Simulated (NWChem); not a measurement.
# C3H7O− (SMILES CC(C)[O-]): MP2/MIDI!

What is the energy change on altering one bond length of C3H7O− at MP2/MIDI!? 

The results are computed with NWChem 7.3.0.

8 further runs of the same task are left out: 3 that didn't finish, 5 set aside as unsound or not needed.

## Step 1: The molecule

The species is C3H7O− (11 atoms), meant as a singlet with charge -1. As SMILES, `CC(C)[O-]`. The shape is that of a GFN2-xTB optimisation.

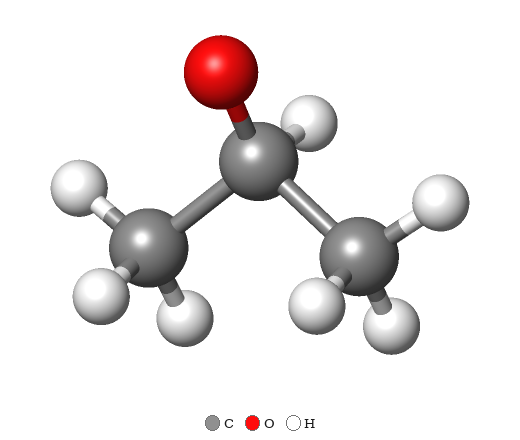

Viewed from a chosen angle; carbon grey, oxygen red, hydrogen white.

## Step 2: A single-point energy at MP2/MIDI!

Contents of mol.nw:

```
start mol
title "C3H7O energy"
memory total 2200 mb
charge -1

geometry units angstrom noautosym nocenter noautoz
 C    -0.270670    1.077950   -0.647390
 C    -0.510620   -0.422350   -0.207460
 C     0.668760   -0.763280    0.790060
 O    -0.651240   -1.261090   -1.189960
 H    -1.094210    1.400660   -1.283060
 H    -0.203380    1.746700    0.214530
 H     0.651750    1.142400   -1.224160
 H    -1.441960   -0.354420    0.488330
 H     1.616710   -0.736110    0.253150
 H     0.526330   -1.770400    1.180380
 H     0.708530   -0.060050    1.625600
end

basis spherical
 * library "midi!"
end

scf
 maxiter 60
end

task direct_mp2 energy
```

On the command line:

```
nwchem mol.nw > mol.out
```

What it wrote (excerpt; [...] marks lines left out):

```text
[...]
  functions       =    55
[...]
  wavefunction    = RHF
[...]
         Total SCF energy =   -191.318850154223
      One-electron energy =   -517.005590544193
      Two-electron energy =    200.150142356512
 Nuclear repulsion energy =    125.536598033458
        Time for solution =      1.3s
[...]
          Total MP2 energy          -191.789506327176
[...]
```

Run time: 2.6 s. Hardware: 1 thread of AMD EPYC 9R14 (Zen 4), shared host; peak memory 0.1 GiB.

## Step 3: The distorted shape, same level

Contents of run.nw:

```
start run
title "C3H7O energy"
memory 2200 mb
charge -1
geometry units angstroms noautosym nocenter noautoz
  C    -0.362912    1.071505   -0.589713
  C    -0.602862   -0.428795   -0.149783
  C     0.576518   -0.769725    0.847737
  O    -0.743482   -1.267535   -1.132283
  H    -1.186452    1.394215   -1.225383
  H    -0.295622    1.740255    0.272207
  H     0.651750    1.142400   -1.224160
  H    -1.534202   -0.360865    0.546007
  H     1.524468   -0.742555    0.310827
  H     0.434088   -1.776845    1.238057
  H     0.616288   -0.066495    1.683277
end
basis "ao basis" spherical
  C library "midi!"
  O library "midi!"
  H library "midi!"
end
scf
  maxiter 60
end
task direct_mp2 energy
```

On the command line:

```
nwchem run.nw > run.out
```

What it wrote (excerpt; [...] marks lines left out):

```text
[...]
  functions       =    55
[...]
  wavefunction    = RHF
[...]
         Total SCF energy =   -191.312999624577
      One-electron energy =   -516.189492047680
      Two-electron energy =    199.743527744833
 Nuclear repulsion energy =    125.132964678270
        Time for solution =      1.3s
[...]
          Total MP2 energy          -191.785328408528
[...]
```

Wall time 2.6 s (1 thread of AMD EPYC 9R14 (Zen 4), shared host); peak memory 0.1 GiB.

## Step 4: Summary of results

At MP2/MIDI!:

| quantity | value |
| --- | --- |
| first shape: total energy | -191.78951 Eh |
| first shape: HOMO energy (Hartree–Fock orbitals) | -1.69 eV |
| first shape: LUMO energy (Hartree–Fock orbitals) | 10.88 eV |
| first shape: HOMO–LUMO gap (to an unbound level, set by the basis) | 12.57 eV |
| first shape: correlation energy | -470.7 mEh |
| distorted shape: total energy | -191.78533 Eh |
| distorted shape: HOMO energy (Hartree–Fock orbitals) | -1.72 eV |
| distorted shape: LUMO energy (Hartree–Fock orbitals) | 10.82 eV |
| distorted shape: HOMO–LUMO gap (to an unbound level, set by the basis) | 12.54 eV |
| distorted shape: correlation energy | -472.3 mEh |
| energy change with the C1–H7 bond stretched from 1.090 to 1.199 Å | 0.114 eV |

**Reading.** With the C1–H7 bond stretched from 1.090 to 1.199 Å the energy rises by 0.11 eV (2.6 kcal/mol). The first shape isn't relaxed at this level, so the change isn't measured from a minimum. Mulliken charges (distorted shape) run from -0.98 on O4 to +0.41 on C2; they depend strongly on the basis.
